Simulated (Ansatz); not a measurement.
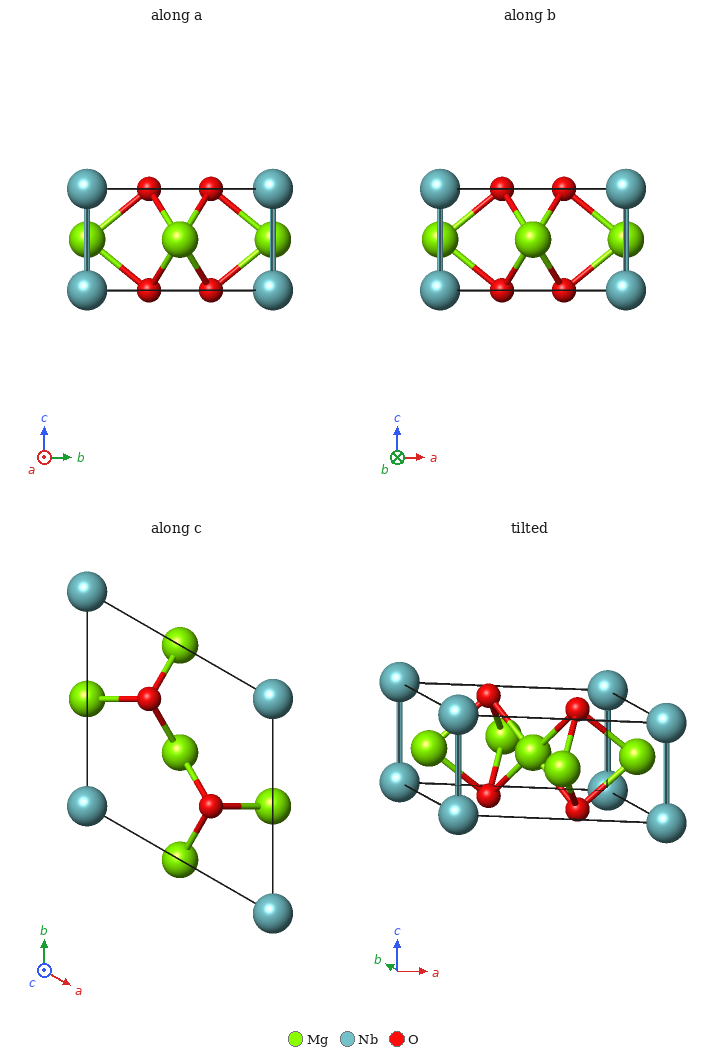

The figure gives a ball-and-stick picture of the atoms, viewed along the a axis, along the b axis, along the c axis and slightly off an axis. The conventional unit cell is drawn as a box.

Lattice parameters: a = 5.8519 Å, b = 5.8519 Å, c = 2.7654 Å, α = 90.000°, β = 90.000°, γ = 120.000°.

> From the views, write a CIF in P1 with every atom of the cell.

```cif
data_structure
_symmetry_space_group_name_H-M 'P 1'
_symmetry_Int_Tables_number 1
_cell_length_a 5.8519
_cell_length_b 5.8519
_cell_length_c 2.7654
_cell_angle_alpha 90.000
_cell_angle_beta 90.000
_cell_angle_gamma 120.000
_cell_volume 82.01
loop_
_atom_site_label
_atom_site_type_symbol
_atom_site_fract_x
_atom_site_fract_y
_atom_site_fract_z
_atom_site_occupancy
Mg1 Mg 0.5000 0.0000 0.5000 1
Mg2 Mg 0.0000 0.5000 0.5000 1
Mg3 Mg 0.5000 0.5000 0.5000 1
Nb1 Nb 0.0000 0.0000 0.0000 1
O1 O 0.3333 0.6667 0.0000 1
O2 O 0.6667 0.3333 0.0000 1
```

It goes back to a structure type filled with these elements by a generator (whether the compound takes this form wasn't checked). This is the structure after a relaxation with DFT PBE, scalar-relativistic, plane waves, PAW (Ansatz).
